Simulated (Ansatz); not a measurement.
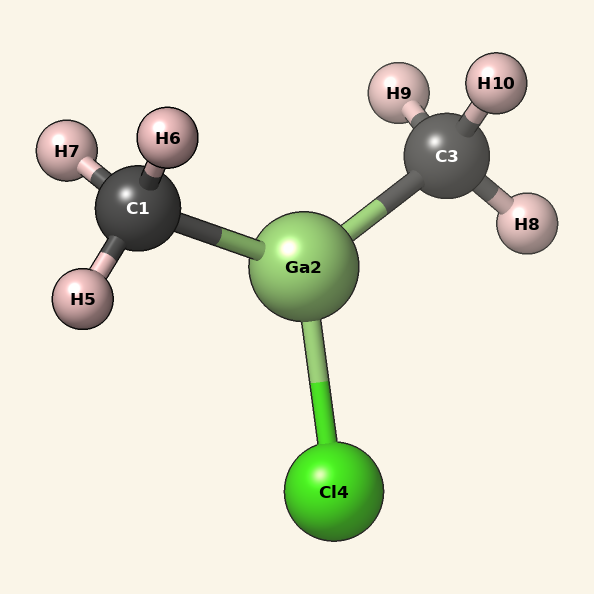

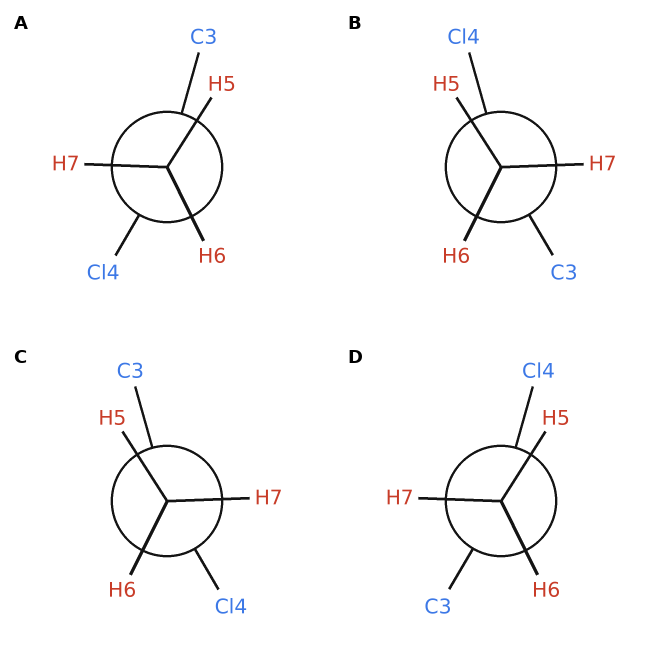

Depth is shown by fading: the farther an atom, the more it takes the colour of the background. Bonds that would overlap in a projection are set slightly apart. The computed structure is the end point of a PBE-D4/def2-SVP optimisation. No frequency run is at hand to confirm it as a minimum.

**Which Newman projection shows the view along C1–Ga2, with C1 in front?**

B. The torsion angle H5–C1–Ga2–Cl4 is 2°, synperiplanar (eclipsed).
